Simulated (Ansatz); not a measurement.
## Electronic structure of C₃H₈Cl₃GeN (SMILES CC[N](C)[Ge]([Cl])([Cl])[Cl]) in real space

```xyz
16

C     0.6582   -1.7246   -1.0446
C    -0.0764   -0.3981   -0.9810
N     0.0319    0.2347    0.3280
C    -0.7648   -0.3839    1.3699
Ge    0.2407    2.0224    0.3779
Cl    0.7637    2.6214    2.3511
Cl    1.7872    2.5877   -0.9697
Cl   -1.5065    3.1396   -0.1742
H     1.7144   -1.5873   -0.8056
H     0.5811   -2.1461   -2.0494
H     0.2415   -2.4559   -0.3494
H    -1.1346   -0.5396   -1.2462
H     0.3475    0.2738   -1.7320
H    -1.8333   -0.4163    1.1154
H    -0.4240   -1.4078    1.5441
H    -0.6499    0.1575    2.3098
```

Geometry: PBE0-D4/def2-TZVP.

Level of theory: Ansatz, RKS PBE0-D4/def2-TZVPP.

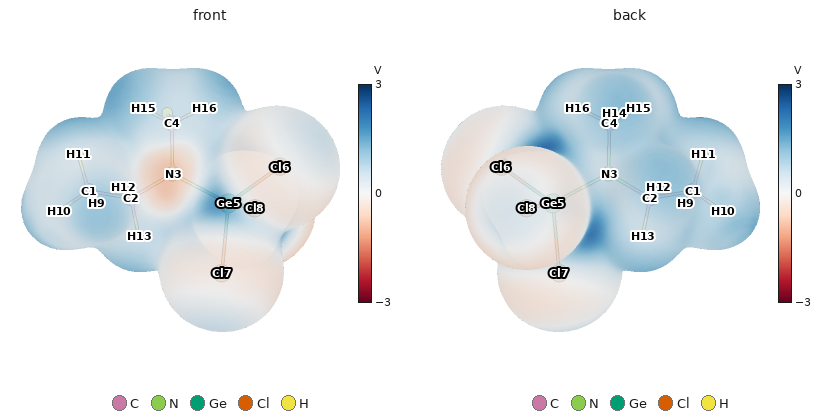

Figure 1. The electrostatic potential painted on the density surface at 0.004 e/bohr³, seen from the front and from behind; the colour scale runs from red (negative) to blue (positive).

Describe the electrostatic potential map.

The most negative region (about −0.8 V) lies over N3, the most positive (about +2.1 V) over Ge5. Cl6 shows a σ-hole: about +0.6 V at the tip opposite its bond, against about 0.0 V on its flanks. Cl7 shows a σ-hole: about +0.6 V at the tip opposite its bond, against about −0.1 V on its flanks. Cl8 shows a σ-hole: about +0.4 V at the tip opposite its bond, against about −0.3 V on its flanks.

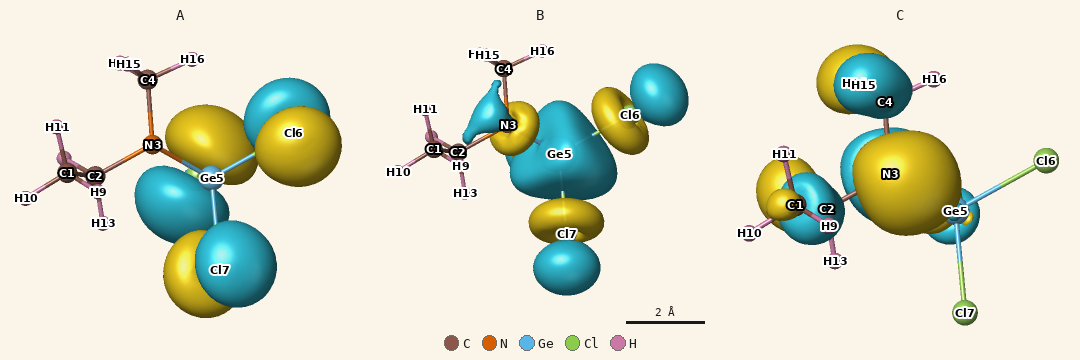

Figure 2. Three frontier orbitals at ±0.1 Å⁻³ᐟ² (yellow and cyan are the two phases), in no order.

Order the three orbitals by energy and name them.

A is the HOMO−1 (−9.14 eV). It lies mainly on Cl8 (about 45 %), Cl7 (about 25 %) and Cl6 (about 25 %); largely a combination of lone pairs on Cl8, Cl7 and Cl6. C is the HOMO (−7.18 eV). Its weight (Hirshfeld) is mainly on N3 (about 50 %), C4 (about 10 %), Ge5 (about 10 %) and C2 (about 5 %). B is the LUMO (−1.22 eV). It lies mainly on Ge5 (about 30 %), Cl8 (about 20 %), Cl7 (about 20 %), Cl6 (about 20 %) and N3 (about 5 %).

What is the HOMO–LUMO gap?

5.96 eV between the orbital energies.

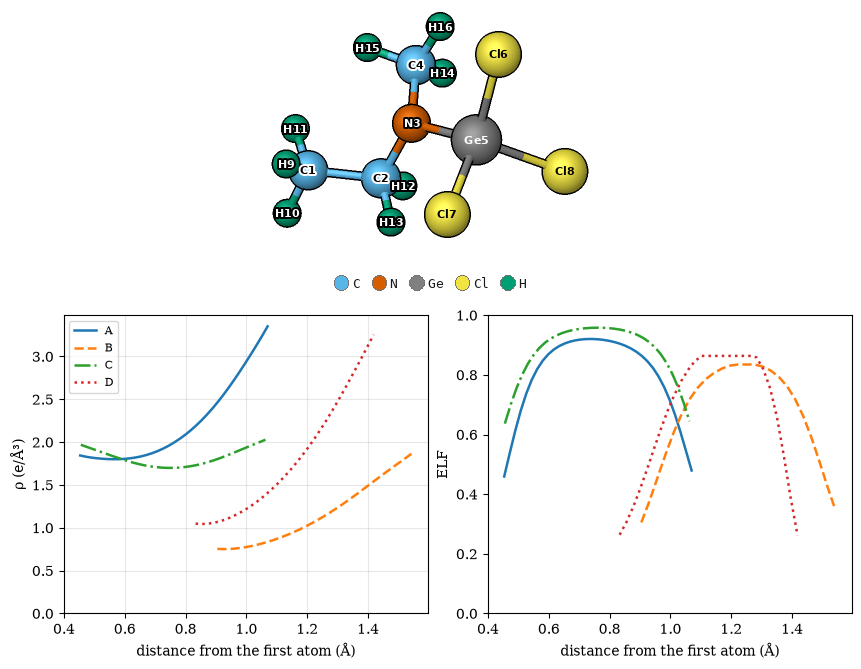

Figure 3. Total electron density and electron localisation function along straight lines between neighbouring atoms. The curves leave out the atomic cores. The structure is drawn too.

Which curve belongs to which contact (C–C, C–N, Ge–Cl and Ge–N)? The first atom named is at distance zero.

Curve A: C–N (1.45 Å): ρ at the midpoint is about 1.9 e/Å³; the ELF peaks at about 0.90 between the atoms: a shared electron pair. Curve B: Ge–Cl (2.13 Å): ρ at the midpoint is about 0.83 e/Å³; the ELF peaks at about 0.85 in the valence shell of Cl, 0.9 Å from its nucleus, and is about 0.70 at the midpoint. Curve C: C–C (1.52 Å): ρ is about 1.7 e/Å³ halfway; the ELF peaks at about 0.95 between the atoms; a covalent bond. Curve D: Ge–N (1.80 Å): ρ is about 1.1 e/Å³ halfway; the ELF peaks at about 0.85 in the valence shell of N, 0.7 Å from its nucleus, and is about 0.40 at the midpoint.

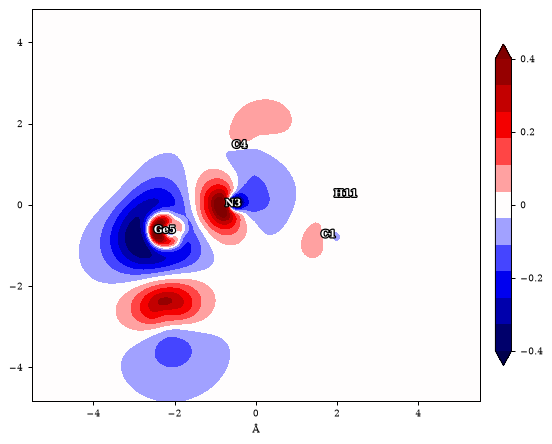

Figure 4. The LUMO on the plane of atoms C4, N3 and Ge5 (values in Å⁻³ᐟ²; the overall sign is arbitrary).

What is the character of this orbital?

It lies mainly on Ge5 (about 30 %), Cl8 (about 20 %), Cl7 (about 20 %), Cl6 (about 20 %) and N3 (about 5 %). Its energy is −1.22 eV.
